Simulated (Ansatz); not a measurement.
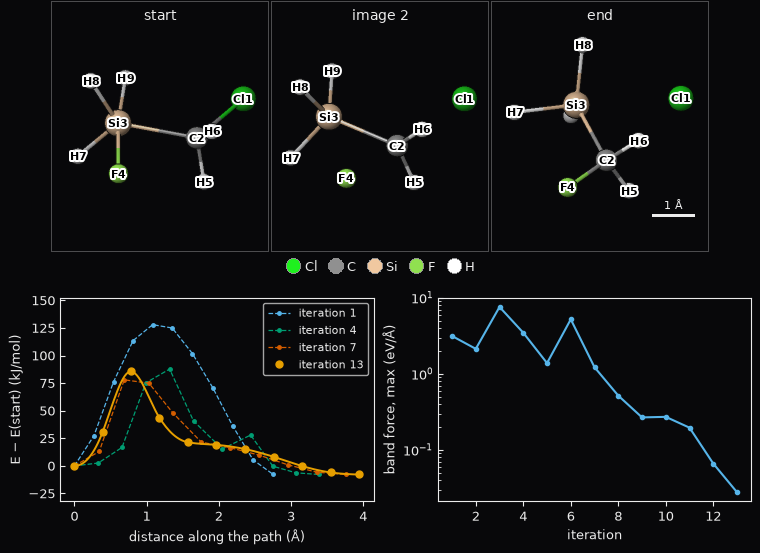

NEB run on CH5ClFSi (charge −1). Images are numbered from 0 (start) to 10 (end). The plot follows the band through its iterations. Style: ball-and-stick. Shown from a free direction.

Level of theory: UKS LDA/6-31G* (Ansatz). Settings: 9 movable images; climbing image; force threshold 0.05 eV/Å; iteration limit 60; starting path through a guess of the saddle point.

### Did the band converge, and can the barrier be trusted?

The result is final at these settings. The band converged in 13 iterations. The largest component of the band force went from 3.1 to 0.028 eV/Å. The climbing image converged on the top of the path. Its vibrational analysis gives one imaginary mode (417i cm⁻¹), as a transition state must have. The first iteration put the highest image at 128.0 kJ/mol. Forward barrier 85.6 kJ/mol, backward barrier 93.4 kJ/mol, with image 2 at the top; the reaction energy is −7.8 kJ/mol.

Limits of the set-up: the basis has no diffuse functions, which an anion needs.

Cost: 3.8 min on 2 threads of Arm Neoverse N1, on a shared host, peak memory 0.13 GiB.
